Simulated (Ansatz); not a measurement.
**CH₄AlO (charge +1): geometry relaxation (part 2 of 2)**

Continued. System: CH₄AlO, charge +1. Method: RKS PBE0-D4/def2-TZVP (Ansatz 0.2.0). 

Geometry of the input (Å):
```
C  -0.8964  0.3292  -0.3675
O  0.0040  -0.5072  -0.4901
Al 1.1209  -2.0512  -1.2235
H  -1.7906  0.1122  0.2658
H  -0.8300  1.3165  -0.8862
H  2.6846  -1.4612  0.7254
H  2.2097  -0.9039  0.9740
```

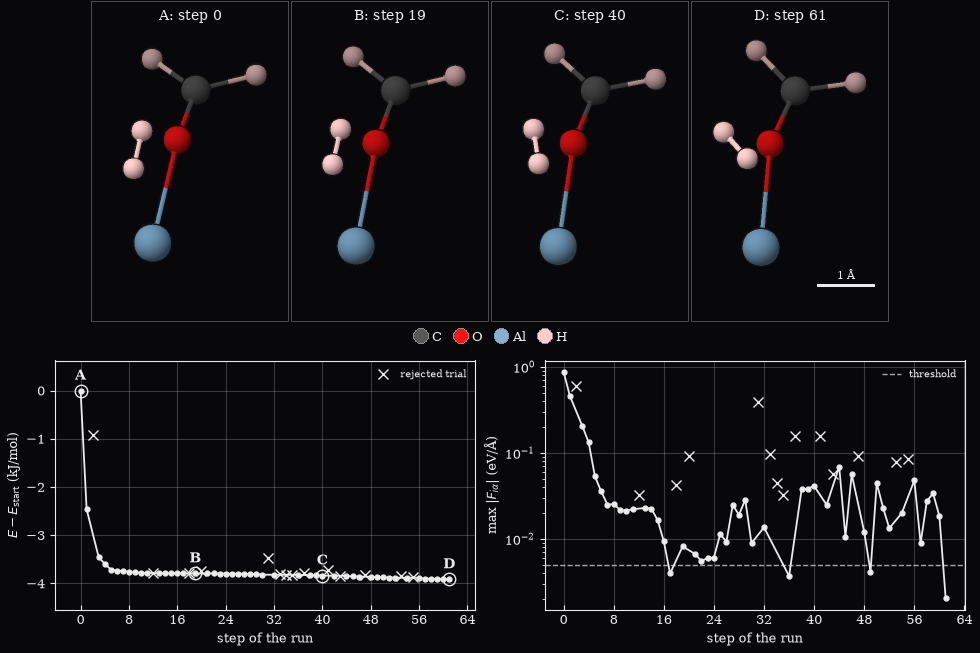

**Figure 1.** Frames of the relaxation (ball-and-stick view, seen at an oblique angle) above the curves, on which the letters mark them (the first geometry is step 0 here and step 1 in the log).

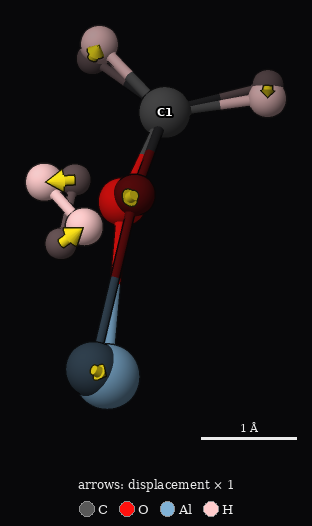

**Figure 2.** Start (faint) and end (solid) with the displacements as yellow arrows, at true length (ball-and-stick view, seen at an oblique angle). The two geometries are laid on each other by the best rigid fit. The energy falls by 3.91 kJ/mol in 61 geometry steps. Largest force component: 0.88 eV/Å at the start, 0.0021 eV/Å at the end. The line search rejected the trial steps at points 2, 12, 18, 20, 31, 33, 34, 35 and more (counted from 0) and went back. H7 moves most after the best rigid fit: 0.33 Å. By element the largest moves are H 0.33 Å, O 0.23 Å, Al 0.20 Å, C 0.02 Å. Among the contacts that change: H6–H7 0.773 → 0.750 Å, C1–H4 1.117 → 1.097 Å, C1–O2 1.235 → 1.219 Å, O2–Al3 2.042 → 2.028 Å. (Atoms are counted from 1 in the order of the input.)

```
mean field -9732.49848110 eV, -357.6627222560 hartree, gradient 4.6e-6 eV, S^2 0.000000; 1 other end points of the search recorded, 0 dependent functions left out
the calculation of the forces begins
reference -9732.49851109 eV, -357.6627233581 hartree; 15, 15 occupied and 108, 108 virtual orbitals, 786 factors
Total energy: -9732.57623658 eV, -357.6655797173 hartree
Atom 0 at    -0.904376     0.311174    -0.376003 Å, force    -0.001163     0.001385    -0.000854 eV/Å
Atom 1 at    -0.169855    -0.649527    -0.530264 Å, force    -0.000184     0.000484     0.001276 eV/Å
Atom 2 at     1.072129    -1.990849    -1.408341 Å, force     0.001371    -0.002057    -0.001669 eV/Å
Atom 3 at    -1.709814     0.269632     0.367706 Å, force    -0.000263    -0.000504     0.001578 eV/Å
Atom 4 at    -0.771078     1.223825    -0.970722 Å, force     0.000817     0.000285    -0.000567 eV/Å
Atom 5 at     2.799533    -1.163691     0.742077 Å, force     0.000502     0.001047    -0.000333 eV/Å
Atom 6 at     2.185716    -1.166225     1.173511 Å, force    -0.001079    -0.000641     0.000571 eV/Å
Dipole moment:    -0.167953     0.227173    -0.064446 e Å
```

### Trajectory as extended XYZ (Å, eV, eV/Å), 14 of the 62 frames kept, from step=1 to step=62
```
7
Properties=species:S:1:pos:R:3:forces:R:3 step=1 energy=-9732.53563
C    -0.8964    0.3292   -0.3675    0.3913  -0.3752  -0.0708
O     0.0040   -0.5072   -0.4901   -0.8785   0.7844   0.0855
Al    1.1209   -2.0512   -1.2235   -0.0982   0.0754  -0.0016
H    -1.7906    0.1122    0.2658    0.5363   0.0793  -0.3458
H    -0.8300    1.3165   -0.8862    0.0119  -0.5800   0.2842
H     2.6846   -1.4612    0.7254   -0.3895   0.4981   0.2514
H     2.2097   -0.9039    0.9740    0.4267  -0.4821  -0.2029
7
Properties=species:S:1:pos:R:3:forces:R:3 step=6 energy=-9732.57409
C    -0.9176    0.3294   -0.3853   -0.0315   0.0368   0.0110
O    -0.0569   -0.5184   -0.5525   -0.0070  -0.0068  -0.0129
Al    1.0272   -2.0443   -1.2951    0.0134  -0.0091   0.0014
H    -1.7820    0.1199    0.2605    0.0469   0.0328  -0.0400
H    -0.8325    1.3094   -0.8758   -0.0209  -0.0536   0.0415
H     2.7642   -1.4501    0.8053    0.0391  -0.0414  -0.0155
H     2.2998   -0.9115    1.0409   -0.0401   0.0412   0.0143
7
Properties=species:S:1:pos:R:3:forces:R:3 step=10 energy=-9732.57468
C    -0.9209    0.3318   -0.3860   -0.0158  -0.0081  -0.0219
O    -0.0715   -0.5236   -0.5695    0.0125  -0.0126  -0.0022
Al    1.0289   -2.0516   -1.2998    0.0009   0.0027   0.0032
H    -1.7807    0.1281    0.2639   -0.0026   0.0014   0.0175
H    -0.8342    1.3126   -0.8696    0.0085   0.0146   0.0042
H     2.7870   -1.4422    0.8197   -0.0015   0.0001  -0.0014
H     2.2936   -0.9208    1.0392   -0.0020   0.0020   0.0006
7
Properties=species:S:1:pos:R:3:forces:R:3 step=15 energy=-9732.57489
C    -0.9102    0.3266   -0.3828    0.0195  -0.0226  -0.0071
O    -0.0727   -0.5369   -0.5844   -0.0139   0.0135   0.0040
Al    1.0311   -2.0633   -1.3097    0.0020  -0.0015  -0.0005
H    -1.7630    0.1271    0.2775   -0.0091  -0.0014   0.0084
H    -0.8165    1.3113   -0.8567    0.0013   0.0123  -0.0046
H     2.7657   -1.4232    0.8153   -0.0065   0.0075   0.0036
H     2.2679   -0.9073    1.0388    0.0067  -0.0078  -0.0038
7
Properties=species:S:1:pos:R:3:forces:R:3 step=20 energy=-9732.57493
C    -0.9132    0.3217   -0.3788   -0.0040  -0.0045  -0.0070
O    -0.0978   -0.5648   -0.5688   -0.0014   0.0030   0.0047
Al    1.0522   -2.0393   -1.3361   -0.0026   0.0022   0.0003
H    -1.7620    0.1555    0.2967    0.0082   0.0023  -0.0032
H    -0.8059    1.2933   -0.8778   -0.0005  -0.0030   0.0049
H     2.7607   -1.4285    0.8248    0.0008   0.0010   0.0001
H     2.2682   -0.9037    1.0379   -0.0006  -0.0011   0.0002
7
Properties=species:S:1:pos:R:3:forces:R:3 step=24 energy=-9732.57494
C    -0.9140    0.3223   -0.3801   -0.0024   0.0061   0.0016
O    -0.0963   -0.5619   -0.5701    0.0017  -0.0029   0.0006
Al    1.0490   -2.0401   -1.3352    0.0001   0.0001  -0.0001
H    -1.7620    0.1542    0.2957    0.0019  -0.0004  -0.0020
H    -0.8088    1.2946   -0.8780   -0.0007  -0.0026   0.0004
H     2.7653   -1.4278    0.8256    0.0015  -0.0007  -0.0012
H     2.2693   -0.9069    1.0400   -0.0020   0.0006   0.0008
7
Properties=species:S:1:pos:R:3:forces:R:3 step=29 energy=-9732.57504
C    -0.9126    0.3207   -0.3780    0.0158  -0.0100   0.0002
O    -0.1006   -0.5727   -0.5517   -0.0192   0.0154   0.0052
Al    1.0610   -2.0255   -1.3405    0.0009  -0.0028  -0.0032
H    -1.7570    0.1723    0.3069    0.0049   0.0000  -0.0055
H    -0.8054    1.2807   -0.8988   -0.0034  -0.0033   0.0013
H     2.7746   -1.4036    0.8035   -0.0180   0.0176   0.0088
H     2.2424   -0.9375    1.0565    0.0190  -0.0169  -0.0068
7
Properties=species:S:1:pos:R:3:forces:R:3 step=34 energy=-9732.57510 accepted=F
C    -0.9155    0.3182   -0.3791    0.0120   0.0025   0.0203
O    -0.1298   -0.5990   -0.5462   -0.0018  -0.0002  -0.0029
Al    1.0676   -2.0139   -1.3582   -0.0015  -0.0003  -0.0034
H    -1.7531    0.2031    0.3201   -0.0050  -0.0013  -0.0061
H    -0.7916    1.2669   -0.9164   -0.0029  -0.0017  -0.0092
H     2.8015   -1.3521    0.7787   -0.0970   0.0627   0.0536
H     2.2233   -0.9890    1.0989    0.0962  -0.0619  -0.0523
7
Properties=species:S:1:pos:R:3:forces:R:3 step=39 energy=-9732.57531
C    -0.9136    0.3182   -0.3778    0.0140  -0.0211  -0.0035
O    -0.1267   -0.5981   -0.5470   -0.0226   0.0257   0.0099
Al    1.0661   -2.0151   -1.3603   -0.0001  -0.0008  -0.0027
H    -1.7514    0.2018    0.3213    0.0059  -0.0039  -0.0015
H    -0.7931    1.2666   -0.9165    0.0033  -0.0002  -0.0029
H     2.7983   -1.3527    0.7813   -0.0378   0.0258   0.0205
H     2.2225   -0.9864    1.0970    0.0373  -0.0255  -0.0197
7
Properties=species:S:1:pos:R:3:forces:R:3 step=43 energy=-9732.57544
C    -0.9116    0.3175   -0.3775    0.0132  -0.0151  -0.0059
O    -0.1290   -0.6024   -0.5470   -0.0250   0.0244   0.0127
Al    1.0662   -2.0131   -1.3672    0.0022  -0.0026  -0.0033
H    -1.7433    0.2088    0.3303    0.0087  -0.0050  -0.0034
H    -0.7933    1.2614   -0.9245    0.0014  -0.0018  -0.0006
H     2.8024   -1.3329    0.7790   -0.0095   0.0063   0.0036
H     2.2109   -1.0050    1.1049    0.0091  -0.0062  -0.0031
7
Properties=species:S:1:pos:R:3:forces:R:3 step=48 energy=-9732.57521 accepted=F
C    -0.9068    0.3196   -0.3738   -0.0693  -0.0476  -0.0930
O    -0.1334   -0.6082   -0.5400    0.0210   0.0123   0.0289
Al    1.0669   -2.0093   -1.3738    0.0000   0.0022   0.0003
H    -1.7370    0.2209    0.3367    0.0247   0.0183   0.0315
H    -0.7937    1.2522   -0.9410    0.0238   0.0150   0.0322
H     2.8084   -1.2886    0.7601   -0.0374   0.0157   0.0219
H     2.1979   -1.0522    1.1296    0.0372  -0.0159  -0.0218
7
Properties=species:S:1:pos:R:3:forces:R:3 step=53 energy=-9732.57582
C    -0.9074    0.3170   -0.3776    0.0056  -0.0057  -0.0033
O    -0.1357   -0.6135   -0.5376   -0.0091   0.0063   0.0026
Al    1.0670   -2.0079   -1.3777    0.0022  -0.0007  -0.0014
H    -1.7288    0.2300    0.3444    0.0002   0.0006   0.0018
H    -0.7900    1.2478   -0.9469    0.0009  -0.0006   0.0000
H     2.8064   -1.2532    0.7485   -0.0132   0.0050   0.0090
H     2.1909   -1.0859    1.1449    0.0134  -0.0049  -0.0086
7
Properties=species:S:1:pos:R:3:forces:R:3 step=57 energy=-9732.57586
C    -0.9098    0.3151   -0.3795    0.0142   0.0203   0.0481
O    -0.1501   -0.6248   -0.5391   -0.0087  -0.0083  -0.0036
Al    1.0720   -2.0017   -1.3821    0.0019  -0.0056  -0.0081
H    -1.7241    0.2435    0.3532    0.0045  -0.0050  -0.0256
H    -0.7845    1.2421   -0.9531   -0.0117  -0.0033  -0.0136
H     2.8104   -1.2288    0.7481    0.0044   0.0007  -0.0032
H     2.1883   -1.1111    1.1506   -0.0048   0.0011   0.0060
7
Properties=species:S:1:pos:R:3:forces:R:3 step=62 energy=-9732.57621
C    -0.9044    0.3112   -0.3760   -0.0012   0.0014  -0.0009
O    -0.1699   -0.6495   -0.5303   -0.0002   0.0005   0.0013
Al    1.0721   -1.9908   -1.4083    0.0014  -0.0021  -0.0017
H    -1.7098    0.2696    0.3677   -0.0003  -0.0005   0.0016
H    -0.7711    1.2238   -0.9707    0.0008   0.0003  -0.0006
H     2.7995   -1.1637    0.7421    0.0005   0.0010  -0.0003
H     2.1857   -1.1662    1.1735   -0.0011  -0.0006   0.0006
```

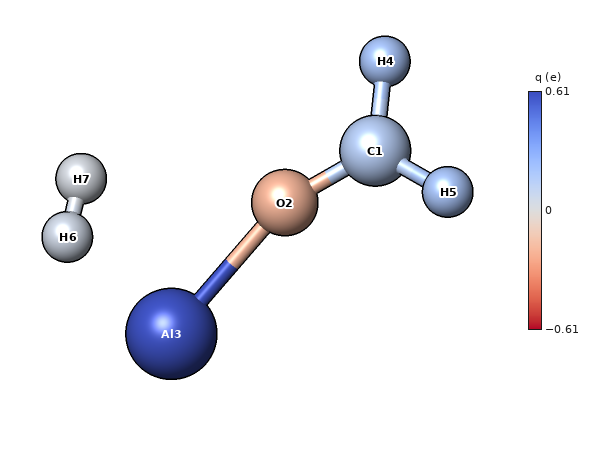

**Figure 3.** Mulliken charges, as the colour of each atom (ball-and-stick view, seen at a tilt; atoms are numbered from 1 in the order of the input). By element: C +0.15, O −0.20, Al +0.59 and H +0.03 to +0.20 e.

### Summary

| quantity | value |
| --- | --- |
| outcome | converged |
| total energy | −9732.5762 eV |
| mean-field energy | −9732.4985 eV |
| dispersion energy | −0.0777 eV |
| SCF solution under orbital rotations | stable |
| largest force (length of the vector) at the end | 0.003 eV/Å |
| wall time | 1.8 min (CPU time 3.5 min) |
| peak memory | 0.35 GiB |
